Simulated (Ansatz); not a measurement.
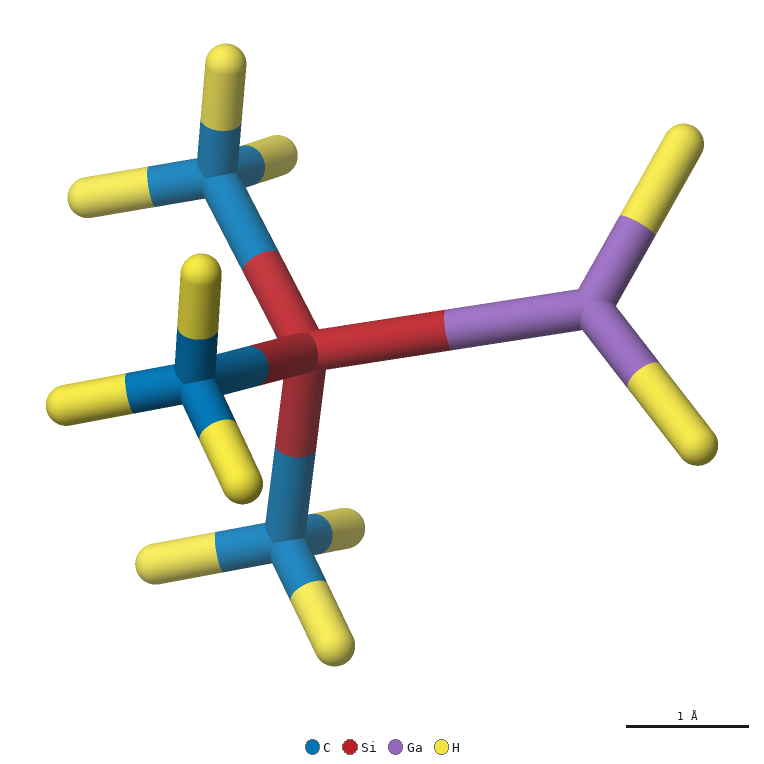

Stick drawing of a structure.

Describe the molecule.

The molecule is C3H11GaSi. SMILES: `C[Si](C)(C)[GaH2]`. Coordination: 3 C tetrahedral; 1 Si tetrahedral; 1 Ga trigonal planar.

The parts below concern this one geometry. Atoms keep their numbers from picture to picture. The computed structure is the end point of a PBE0-D4/def2-TZVP optimisation. No frequency run is at hand to confirm it as a minimum.

**Geometry**

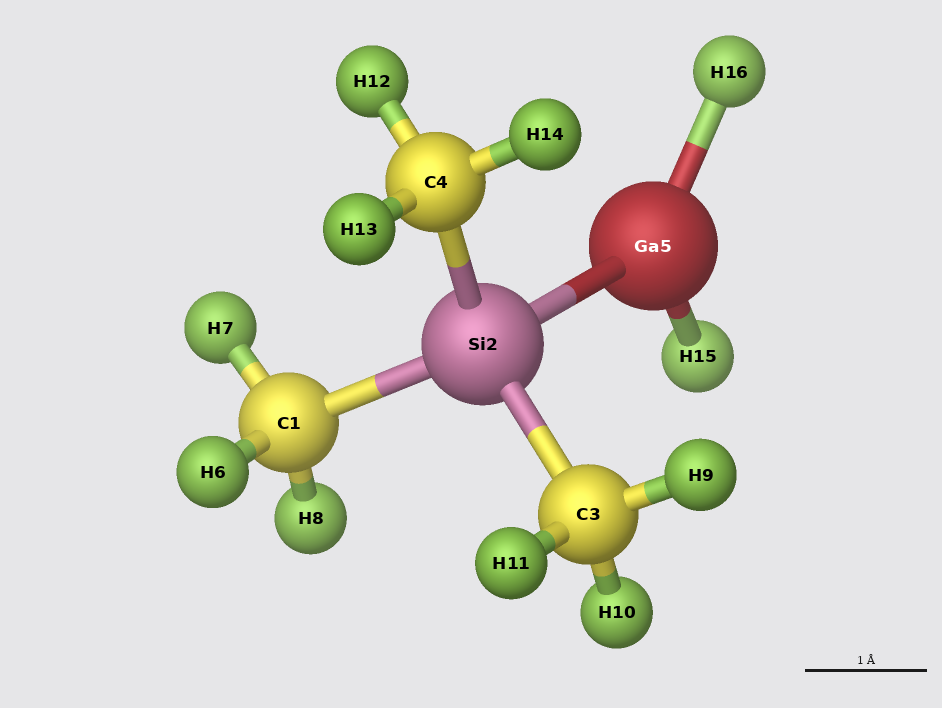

No frequency run is at hand to confirm it as a minimum.

List the bonds and their lengths.

```json
{"bond": "C1–Si2", "length (Å)": "1.884"}
{"bond": "C1–H6", "length (Å)": "1.095"}
{"bond": "C1–H7", "length (Å)": "1.093"}
{"bond": "C1–H8", "length (Å)": "1.093"}
{"bond": "Si2–C3", "length (Å)": "1.885"}
{"bond": "Si2–C4", "length (Å)": "1.880"}
{"bond": "Si2–Ga5", "length (Å)": "2.423"}
{"bond": "C3–H9", "length (Å)": "1.093"}
{"bond": "C3–H10", "length (Å)": "1.093"}
{"bond": "C3–H11", "length (Å)": "1.095"}
{"bond": "C4–H12", "length (Å)": "1.093"}
{"bond": "C4–H13", "length (Å)": "1.094"}
{"bond": "C4–H14", "length (Å)": "1.093"}
{"bond": "Ga5–H15", "length (Å)": "1.582"}
{"bond": "Ga5–H16", "length (Å)": "1.581"}
```

**Electronic properties**

No frequency run is at hand to confirm it as a minimum. Properties computed with RKS PBE0-D4/def2-SVP (Ansatz 0.2.0).

Question: What is the HOMO–LUMO gap?

Answer: 5.04 eV.

Question: Give the dispersion correction at this level.

Answer: −31.5 kJ/mol.

Question: What is the HOMO energy (Kohn–Sham orbital)?

Answer: −6.82 eV.

**Charges**

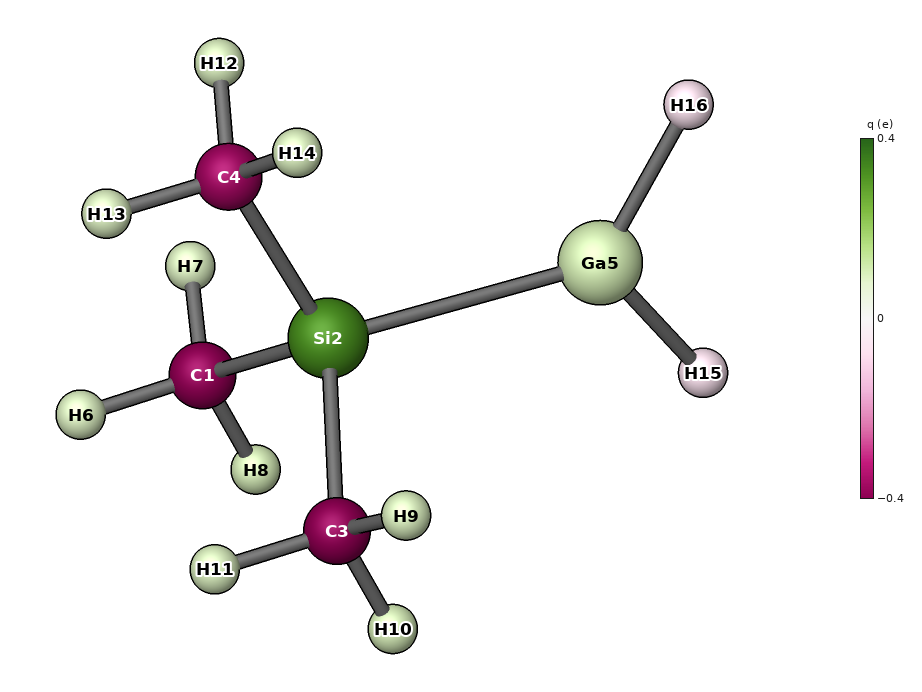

Atoms are coloured by their Mulliken charges. No frequency run is at hand to confirm it as a minimum. Level of theory: RKS B3LYP-D4/def2-TZVPP (Ansatz 0.2.0).

Give the Mulliken charges atom by atom.

```csv
atom,value (e)
C1,−0.39
Si2,0.33
C3,−0.40
C4,−0.37
Ga5,0.11
H6,0.09
H7,0.09
H8,0.10
H9,0.09
H10,0.10
H11,0.09
H12,0.09
H13,0.09
H14,0.10
H15,−0.07
H16,−0.07
```

**Dipole moment**

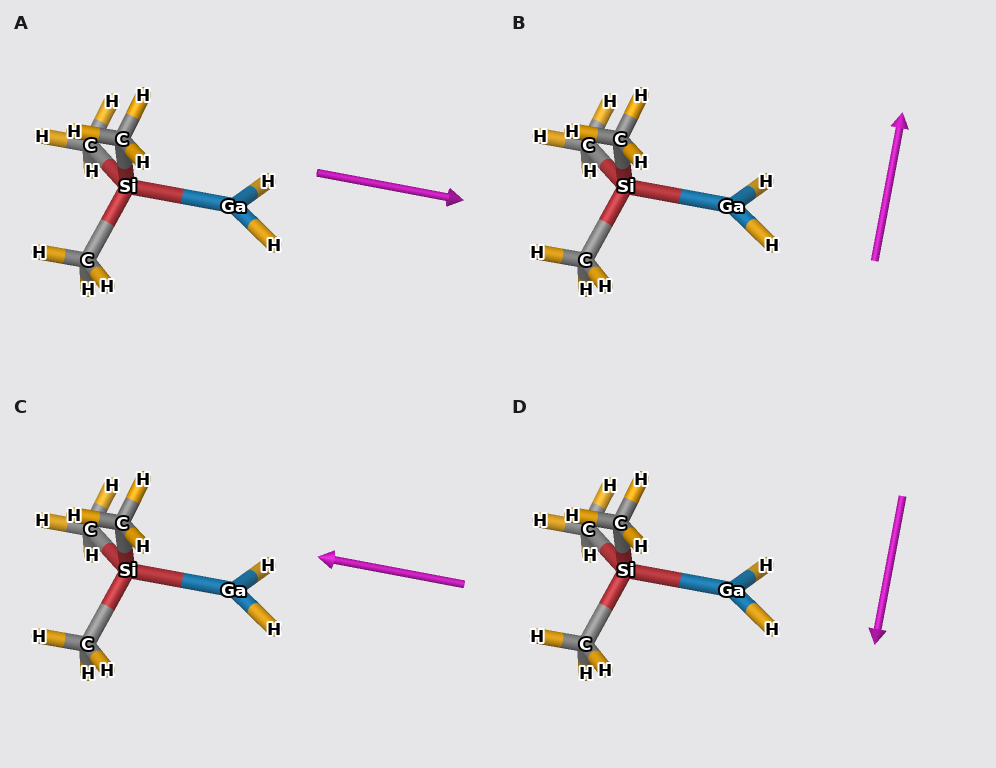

The same molecule four times, each with an arrow. No frequency run is at hand to confirm it as a minimum. Level of theory: RKS ωB97M-V/def2-TZVPP (Ansatz 0.2.0).

Question: Which arrow points along the dipole moment, from the negative to the positive end?

Answer: C. The dipole moment is 1.34 D.

Mulliken values depend strongly on the basis set and can even reverse the polarity of a bond.
